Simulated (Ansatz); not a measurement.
# Run report: Al2BH3Cl2O5, geometry relaxation (part 2 of 2)

Al2BH3Cl2O5; RKS PBE0-D4/def2-TZVP (Ansatz 0.2.0). 

Geometry of the input (Å):
```
B  -1.8256  1.0697  -0.2679
Cl -1.3642  1.1736  -2.0388
Cl -3.4699  0.7551  0.1710
O  -0.8131  1.3707  0.5310
Al 0.6276  1.4044  -0.5634
O  1.2643  2.9295  -0.8772
O  1.4113  -0.0753  -0.4826
Al 0.6993  -1.5172  0.0859
O  1.5443  -2.9461  0.4199
O  -0.9559  -1.5794  -0.3627
H  2.1535  3.0775  -1.1913
H  2.4964  -2.9864  0.4744
H  -1.5131  -2.3315  -0.1714
```

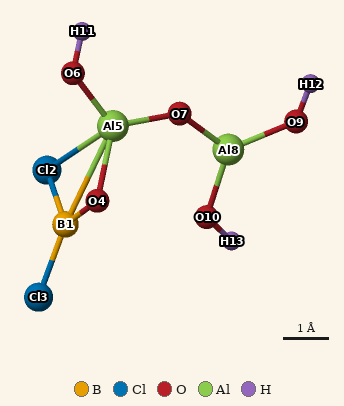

**Figure 1.** The geometry at step 17 of the log (ball-and-stick view, seen at a tilt; atoms are numbered from 1 in the order of the input).

Trajectory as extended XYZ, continued:
```
13
Properties=species:S:1:pos:R:3:forces:R:3 step=5 energy=-49193.18048
B    -1.8517    1.1386   -0.2737   -0.0896   0.1242  -0.0436
Cl   -1.3727    1.1843   -2.0666    0.0214  -0.0610   0.0363
Cl   -3.5208    0.8535    0.1176    0.0709  -0.0065  -0.0067
O    -0.8518    1.4279    0.5173    0.0012  -0.0251   0.0251
Al    0.5903    1.4253   -0.5137   -0.0056  -0.0358  -0.0108
O     1.3110    2.9162   -0.8158    0.0187  -0.0069   0.0070
O     1.3705   -0.0766   -0.5211   -0.0517   0.0162   0.0149
Al    0.7149   -1.5825   -0.1435   -0.0058   0.0002   0.0147
O     1.5939   -2.9233    0.3817    0.0367   0.0085  -0.0140
O    -0.9706   -1.6862   -0.2949    0.0072  -0.0218   0.0202
H     2.1983    3.0220   -1.1516   -0.0114  -0.0117  -0.0011
H     2.5397   -2.9156    0.5202   -0.0407   0.0054  -0.0194
H    -1.4959   -2.4391   -0.0288    0.0487   0.0142  -0.0226
13
Properties=species:S:1:pos:R:3:forces:R:3 step=6 energy=-49193.18877
B    -1.8831    1.2117   -0.2787   -0.1086  -0.0598  -0.0322
Cl   -1.3671    1.1435   -2.0645   -0.0549   0.0354   0.1022
Cl   -3.5691    0.9913    0.1012    0.1993   0.0378  -0.0589
O    -0.8799    1.4622    0.5213   -0.0894   0.0647   0.0043
Al    0.5678    1.4241   -0.4967    0.0758  -0.1012  -0.0530
O     1.3152    2.8993   -0.8060    0.0161   0.0488  -0.0035
O     1.3446   -0.0775   -0.4995   -0.0344   0.0177   0.0477
Al    0.7215   -1.5991   -0.1376    0.0431   0.0065  -0.0007
O     1.6343   -2.9259    0.3602   -0.0177  -0.0292  -0.0060
O    -0.9565   -1.7479   -0.2815   -0.0949  -0.0073   0.0111
H     2.2033    2.9858   -1.1462   -0.0289  -0.0167   0.0053
H     2.5789   -2.8976    0.4915    0.0571   0.0018  -0.0033
H    -1.4548   -2.5254   -0.0365    0.0374   0.0015  -0.0130
13
Properties=species:S:1:pos:R:3:forces:R:3 step=8 energy=-49193.20022
B    -1.9415    1.3409   -0.3089   -0.0517  -0.0205  -0.0575
Cl   -1.3753    1.1573   -2.0712   -0.0427   0.0059   0.0917
Cl   -3.6443    1.2290    0.0201    0.1105   0.0119  -0.0318
O    -0.9516    1.5652    0.5130    0.0469  -0.0097  -0.0447
Al    0.5266    1.4204   -0.4616    0.0264   0.0035   0.0117
O     1.3183    2.8684   -0.8008   -0.0058   0.0167  -0.0043
O     1.2903   -0.0839   -0.4047   -0.1112  -0.0734   0.0594
Al    0.7335   -1.6440   -0.0957    0.0546  -0.0776   0.0059
O     1.7286   -2.9551    0.3000   -0.0214   0.1060  -0.0299
O    -0.9426   -1.8719   -0.1992   -0.0383  -0.1471   0.0451
H     2.2116    2.9143   -1.1352   -0.0266  -0.0138   0.0091
H     2.6786   -2.8886    0.3873   -0.0649   0.0127  -0.0146
H    -1.3771   -2.7075   -0.0161    0.1241   0.1855  -0.0400
13
Properties=species:S:1:pos:R:3:forces:R:3 step=10 energy=-49193.20300 accepted=F
B    -1.9461    1.3652   -0.3180   -0.0563   0.0033  -0.0862
Cl   -1.3693    1.1507   -2.0714   -0.0185   0.0004   0.0810
Cl   -3.6528    1.2916   -0.0108    0.0457  -0.0019  -0.0034
O    -0.9633    1.5837    0.5130    0.0683  -0.0075  -0.0221
Al    0.5225    1.4171   -0.4438    0.0531   0.0308  -0.0051
O     1.3202    2.8595   -0.7921   -0.2148  -0.0027   0.0776
O     1.2712   -0.0919   -0.3677   -0.0657  -0.0375   0.0416
Al    0.7316   -1.6597   -0.0797    0.0424  -0.0372  -0.0149
O     1.7462   -2.9637    0.2792   -0.0078   0.0597  -0.0128
O    -0.9410   -1.9022   -0.1758   -0.0389  -0.1016   0.0319
H     2.1990    2.9222   -1.1500    0.1592  -0.0231  -0.0583
H     2.6957   -2.8803    0.3528   -0.0352   0.0017  -0.0063
H    -1.3591   -2.7476   -0.0086    0.0684   0.1156  -0.0231
13
Properties=species:S:1:pos:R:3:forces:R:3 step=12 energy=-49193.20479
B    -1.9532    1.3753   -0.3278   -0.0656  -0.0799  -0.0719
Cl   -1.3882    1.1286   -2.0755    0.0074   0.0346   0.0569
Cl   -3.6566    1.2911   -0.0038    0.0371   0.0226  -0.0065
O    -0.9671    1.6001    0.4978   -0.0020   0.0490   0.0477
Al    0.5204    1.4251   -0.4413    0.0729  -0.0265  -0.0242
O     1.3263    2.8620   -0.7942   -0.0183   0.0007  -0.0094
O     1.2613   -0.0868   -0.3567   -0.0259   0.0084   0.0134
Al    0.7313   -1.6585   -0.0823    0.0050  -0.0027   0.0018
O     1.7515   -2.9579    0.2658    0.0049   0.0078  -0.0044
O    -0.9405   -1.9045   -0.1691   -0.0023  -0.0189   0.0074
H     2.2211    2.8934   -1.1258   -0.0103  -0.0071   0.0005
H     2.6998   -2.8718    0.3437   -0.0079   0.0012  -0.0067
H    -1.3511   -2.7515   -0.0039    0.0050   0.0109  -0.0047
13
Properties=species:S:1:pos:R:3:forces:R:3 step=14 energy=-49193.20727
B    -1.9781    1.4422   -0.3552   -0.0015  -0.0028   0.0065
Cl   -1.3736    1.1244   -2.0737   -0.0187  -0.0005   0.0064
Cl   -3.6909    1.4349   -0.0728    0.0313   0.0025  -0.0156
O    -1.0077    1.6622    0.4924    0.0216  -0.0081  -0.0055
Al    0.5025    1.4250   -0.4017   -0.0412   0.0212  -0.0102
O     1.3223    2.8448   -0.7928    0.0173  -0.0221   0.0017
O     1.2163   -0.0938   -0.2747   -0.0029  -0.0230   0.0233
Al    0.7315   -1.6873   -0.0466    0.0322  -0.0252  -0.0162
O     1.8035   -2.9703    0.2100   -0.0138   0.0648  -0.0048
O    -0.9342   -1.9821   -0.1046    0.0104  -0.0876   0.0208
H     2.2168    2.8544   -1.1272   -0.0131   0.0025   0.0077
H     2.7516   -2.8544    0.2530   -0.0459  -0.0008  -0.0032
H    -1.3051   -2.8555    0.0210    0.0242   0.0790  -0.0109
13
Properties=species:S:1:pos:R:3:forces:R:3 step=15 energy=-49193.20772
B    -1.9778    1.4417   -0.3549    0.0115   0.0071   0.0087
Cl   -1.3780    1.1235   -2.0742    0.0023  -0.0024  -0.0013
Cl   -3.6895    1.4395   -0.0737   -0.0041   0.0002  -0.0011
O    -1.0065    1.6604    0.4920    0.0051  -0.0062  -0.0099
Al    0.5013    1.4241   -0.4047   -0.0291   0.0071   0.0062
O     1.3231    2.8433   -0.7914    0.0197  -0.0084  -0.0083
O     1.2150   -0.0943   -0.2745    0.0059  -0.0068   0.0051
Al    0.7318   -1.6877   -0.0486    0.0032   0.0046  -0.0085
O     1.8031   -2.9677    0.2101    0.0082   0.0173  -0.0004
O    -0.9328   -1.9843   -0.1043    0.0062  -0.0417   0.0089
H     2.2181    2.8534   -1.1241   -0.0116   0.0025   0.0061
H     2.7506   -2.8506    0.2530   -0.0201  -0.0034  -0.0012
H    -1.3034   -2.8565    0.0222    0.0029   0.0301  -0.0045
13
Properties=species:S:1:pos:R:3:forces:R:3 step=17 energy=-49193.20805
B    -1.9889    1.4703   -0.3628    0.0049   0.0113   0.0147
Cl   -1.3821    1.1196   -2.0732    0.0042  -0.0005   0.0017
Cl   -3.7030    1.5021   -0.0960    0.0052  -0.0019   0.0004
O    -1.0207    1.6822    0.4896   -0.0156  -0.0055  -0.0155
Al    0.4896    1.4234   -0.3949    0.0006   0.0002   0.0048
O     1.3258    2.8317   -0.7905    0.0041  -0.0024  -0.0057
O     1.1958   -0.0965   -0.2491   -0.0025  -0.0011  -0.0043
Al    0.7327   -1.6976   -0.0410   -0.0083   0.0050  -0.0009
O     1.8236   -2.9651    0.1917    0.0048  -0.0031   0.0007
O    -0.9266   -2.0210   -0.0854    0.0064  -0.0035  -0.0001
H     2.2228    2.8309   -1.1176   -0.0039   0.0012   0.0031
H     2.7694   -2.8354    0.2255    0.0032  -0.0020   0.0014
H    -1.2835   -2.8998    0.0307   -0.0031   0.0022  -0.0002
13
Properties=species:S:1:pos:R:3:forces:R:3 step=19 energy=-49193.20809
B    -1.9968    1.4924   -0.3659   -0.0013   0.0187   0.0027
Cl   -1.3848    1.1242   -2.0709   -0.0063  -0.0066  -0.0031
Cl   -3.7117    1.5485   -0.1079    0.0093  -0.0055  -0.0018
O    -1.0301    1.6974    0.4894   -0.0014  -0.0097   0.0018
Al    0.4813    1.4214   -0.3884    0.0036  -0.0021  -0.0013
O     1.3250    2.8226   -0.7933   -0.0057   0.0010   0.0037
O     1.1813   -0.1004   -0.2346   -0.0092  -0.0001  -0.0047
Al    0.7340   -1.7072   -0.0373    0.0028  -0.0008   0.0066
O     1.8401   -2.9644    0.1837   -0.0005   0.0040  -0.0017
O    -0.9213   -2.0492   -0.0785    0.0061   0.0086  -0.0035
H     2.2233    2.8161   -1.1162    0.0070  -0.0003  -0.0008
H     2.7846   -2.8251    0.2150   -0.0024  -0.0001   0.0012
H    -1.2699   -2.9317    0.0319   -0.0019  -0.0071   0.0009
13
Properties=species:S:1:pos:R:3:forces:R:3 step=21 energy=-49193.20816
B    -1.9955    1.4908   -0.3638   -0.0027  -0.0009   0.0010
Cl   -1.3880    1.1246   -2.0710    0.0006   0.0010  -0.0003
Cl   -3.7096    1.5410   -0.1014    0.0010   0.0006   0.0003
O    -1.0271    1.6941    0.4898    0.0011   0.0001  -0.0016
Al    0.4824    1.4213   -0.3925    0.0033  -0.0007   0.0036
O     1.3256    2.8238   -0.7937   -0.0008   0.0003  -0.0012
O     1.1828   -0.1004   -0.2412   -0.0046  -0.0010  -0.0036
Al    0.7338   -1.7061   -0.0389    0.0039  -0.0014   0.0003
O     1.8378   -2.9637    0.1889    0.0001   0.0033   0.0004
O    -0.9218   -2.0459   -0.0848   -0.0005  -0.0029  -0.0002
H     2.2243    2.8185   -1.1158    0.0001  -0.0005   0.0006
H     2.7824   -2.8256    0.2234   -0.0028   0.0000   0.0008
H    -1.2720   -2.9277    0.0281    0.0014   0.0021  -0.0003
13
Properties=species:S:1:pos:R:3:forces:R:3 step=23 energy=-49193.20823
B    -1.9994    1.5064   -0.3593   -0.0027  -0.0080  -0.0158
Cl   -1.3977    1.1355   -2.0679   -0.0035   0.0014  -0.0008
Cl   -3.7122    1.5696   -0.0934   -0.0084   0.0020   0.0012
O    -1.0277    1.7002    0.4920    0.0166   0.0040   0.0139
Al    0.4778    1.4191   -0.3951   -0.0040   0.0002  -0.0001
O     1.3255    2.8180   -0.7993    0.0008   0.0021   0.0025
O     1.1716   -0.1055   -0.2468    0.0013  -0.0015  -0.0020
Al    0.7341   -1.7140   -0.0436    0.0069  -0.0002   0.0073
O     1.8475   -2.9609    0.1981    0.0007   0.0031  -0.0009
O    -0.9178   -2.0679   -0.0988   -0.0055  -0.0034  -0.0020
H     2.2255    2.8101   -1.1177    0.0005  -0.0014  -0.0013
H     2.7905   -2.8146    0.2422   -0.0064   0.0008  -0.0010
H    -1.2627   -2.9514    0.0166    0.0036   0.0010  -0.0008
13
Properties=species:S:1:pos:R:3:forces:R:3 step=25 energy=-49193.20830
B    -2.0053    1.5299   -0.3525    0.0034  -0.0090  -0.0095
Cl   -1.4136    1.1509   -2.0630   -0.0056   0.0033   0.0055
Cl   -3.7166    1.6148   -0.0809    0.0008   0.0022  -0.0005
O    -1.0282    1.7097    0.4961    0.0043   0.0034   0.0014
Al    0.4708    1.4163   -0.3987   -0.0044  -0.0002   0.0003
O     1.3268    2.8092   -0.8069    0.0006   0.0017   0.0040
O     1.1552   -0.1121   -0.2527    0.0010  -0.0033   0.0021
Al    0.7340   -1.7244   -0.0471   -0.0004  -0.0022   0.0006
O     1.8606   -2.9557    0.2129    0.0055   0.0032   0.0015
O    -0.9120   -2.1022   -0.1210    0.0019   0.0037  -0.0003
H     2.2272    2.7948   -1.1236   -0.0005  -0.0015  -0.0027
H     2.8010   -2.7965    0.2691   -0.0106   0.0000  -0.0020
H    -1.2450   -2.9901   -0.0047    0.0041  -0.0014  -0.0004
13
Properties=species:S:1:pos:R:3:forces:R:3 step=26 energy=-49193.20823 accepted=F
B    -2.0090    1.5420   -0.3474    0.0054   0.0367  -0.0025
Cl   -1.4233    1.1637   -2.0597   -0.0069  -0.0110   0.0081
Cl   -3.7195    1.6475   -0.0739    0.0151  -0.0112   0.0000
O    -1.0288    1.7159    0.4996   -0.0121  -0.0193  -0.0078
Al    0.4662    1.4145   -0.3989   -0.0012   0.0020  -0.0028
O     1.3272    2.8032   -0.8112    0.0003   0.0002   0.0060
O     1.1451   -0.1164   -0.2548   -0.0035  -0.0012   0.0019
Al    0.7340   -1.7312   -0.0498   -0.0071  -0.0040   0.0026
O     1.8686   -2.9525    0.2234    0.0104   0.0045   0.0003
O    -0.9080   -2.1248   -0.1356    0.0112   0.0079  -0.0010
H     2.2263    2.7836   -1.1313    0.0007  -0.0005  -0.0026
H     2.8070   -2.7842    0.2867   -0.0138  -0.0020  -0.0021
H    -1.2308   -3.0166   -0.0200    0.0015  -0.0023  -0.0002
13
Properties=species:S:1:pos:R:3:forces:R:3 step=28 energy=-49193.20835
B    -2.0083    1.5428   -0.3485    0.0000   0.0023   0.0043
Cl   -1.4228    1.1582   -2.0587   -0.0029  -0.0007  -0.0007
Cl   -3.7185    1.6427   -0.0736    0.0056  -0.0008  -0.0016
O    -1.0287    1.7161    0.4992   -0.0027  -0.0012  -0.0036
Al    0.4670    1.4151   -0.3976    0.0009  -0.0018  -0.0006
O     1.3280    2.8042   -0.8091    0.0018  -0.0004   0.0014
O     1.1467   -0.1154   -0.2523   -0.0017   0.0030   0.0026
Al    0.7337   -1.7296   -0.0480   -0.0022  -0.0012  -0.0025
O     1.8664   -2.9528    0.2232    0.0019   0.0016   0.0005
O    -0.9085   -2.1211   -0.1357    0.0031  -0.0016   0.0011
H     2.2253    2.7838   -1.1343   -0.0015   0.0006  -0.0005
H     2.8050   -2.7857    0.2845   -0.0011  -0.0013   0.0001
H    -1.2303   -3.0137   -0.0223   -0.0012   0.0016  -0.0004
13
Properties=species:S:1:pos:R:3:forces:R:3 step=30 energy=-49193.20836
B    -2.0091    1.5470   -0.3471   -0.0004   0.0007   0.0008
Cl   -1.4263    1.1594   -2.0573    0.0010  -0.0005  -0.0015
Cl   -3.7188    1.6512   -0.0713   -0.0009   0.0000   0.0007
O    -1.0288    1.7184    0.4999    0.0003  -0.0003  -0.0005
Al    0.4660    1.4146   -0.3974    0.0014   0.0002   0.0005
O     1.3283    2.8028   -0.8093    0.0010  -0.0015  -0.0004
O     1.1440   -0.1164   -0.2516   -0.0013   0.0008   0.0007
Al    0.7340   -1.7315   -0.0487   -0.0017  -0.0021   0.0003
O     1.8688   -2.9521    0.2263   -0.0008   0.0018  -0.0009
O    -0.9071   -2.1269   -0.1403    0.0031  -0.0023   0.0005
H     2.2245    2.7813   -1.1378   -0.0015   0.0005   0.0002
H     2.8069   -2.7833    0.2898   -0.0003  -0.0003   0.0001
H    -1.2274   -3.0201   -0.0279    0.0002   0.0028  -0.0004
```
